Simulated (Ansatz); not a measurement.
C2H10AlNSi2

Input file:

```
crystal:
  periodic: [false, false, false]
  atoms:
    - { symbol: C, position_ang: [-0.2104, -2.2015, -0.9183] }
    - { symbol: C, position_ang: [0.522, -1.1514, -0.5422] }
    - { symbol: Al, position_ang: [1.8263, -1.3952, 0.8791] }
    - { symbol: Si, position_ang: [0.399, 0.5483, -1.2715] }
    - { symbol: Si, position_ang: [-1.1874, 1.6593, -0.0964] }
    - { symbol: "N", position_ang: [-0.6416, 1.8016, 1.6184] }
    - { symbol: H, position_ang: [-0.9848, -2.0097, -1.6953] }
    - { symbol: H, position_ang: [-0.1216, -3.1246, -0.4916] }
    - { symbol: H, position_ang: [2.0389, -2.8103, 1.6219] }
    - { symbol: H, position_ang: [2.7441, -0.156, 1.4004] }
    - { symbol: H, position_ang: [-0.139, 0.4282, -2.6411] }
    - { symbol: H, position_ang: [1.6286, 1.2602, -1.21] }
    - { symbol: H, position_ang: [-2.5244, 0.9822, -0.1467] }
    - { symbol: H, position_ang: [-1.3723, 3.0276, -0.6233] }
    - { symbol: H, position_ang: [-1.3943, 2.2724, 2.1469] }
    - { symbol: H, position_ang: [-0.606, 0.8462, 2.0141] }
basis:
  gaussian: { orbitals: "6-31G*" }
hamiltonian:
  xc: lda
relax:
  f_tol: 0.015
  max_steps: 40
output:
  orbitals: {}
```

Launched as:

```sh
ansatz run input.yaml --threads 2 --pin off --max-ram 3072MiB --backend cpu --events-out ev --progress --plain --runs-dir out
```

The fields are those of the relaxed geometry.

Theory: RKS LDA/6-31G* (Ansatz 0.2.0).

Predict the electron density and electron localisation function between the atoms.

C–C (1.35 Å): ρ at the midpoint is about 2.2 e/Å³; the ELF peaks at about 0.95 between the atoms; a short, multiple covalent bond.
C–Si (1.85 Å): ρ is about 0.95 e/Å³ halfway; the ELF peaks at about 0.95 between the atoms: localised, covalent bonding.
C–Al (1.98 Å): the density is about 0.67 e/Å³ at the midpoint; the ELF peaks at about 0.95 between the atoms (a polar covalent bond).

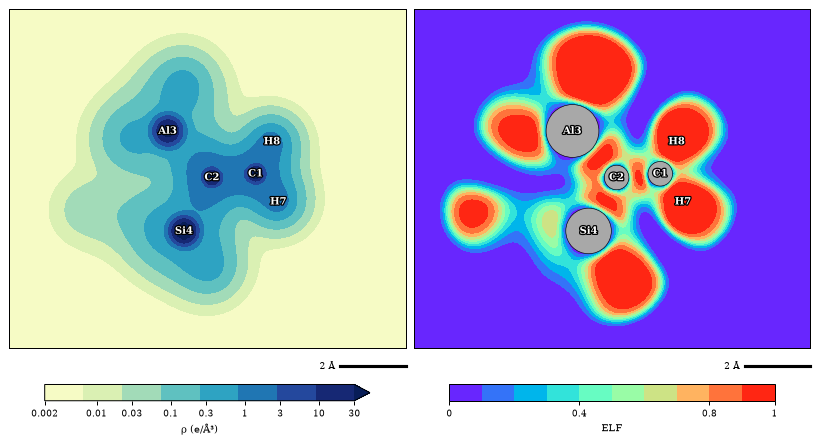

Computed electron density and electron localisation function on the plane of atoms H7, C1 and H8, in this order. Grey discs cover the atomic cores in the ELF map. 
